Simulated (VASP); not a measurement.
Band structure of GePt (relaxed from the MnP structure, space group Pnma). Level of theory: r2SCAN meta-GGA, VASP's PBE PAW potentials (set 64) (plane waves; VASP).

Unless said otherwise, spin-orbit coupling is left out, though it shifts the bands of the heavy elements here.

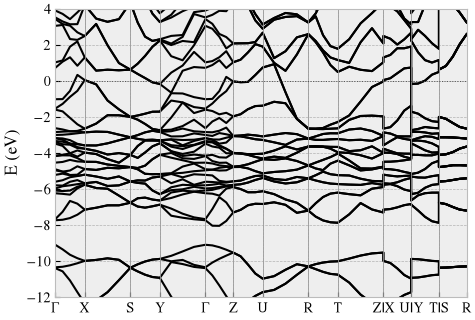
*Bands along high-symmetry lines, zero at the valence-band maximum or, without a gap, the Fermi level*

Read the plot: is there a gap, and where are the band edges?

It has no gap at this level: it comes out as a metal or semimetal.

The structure was generated: GePt was put into the MnP type (Pnma), which need not be its known phase. It was relaxed first, which changed the volume by -6 %.
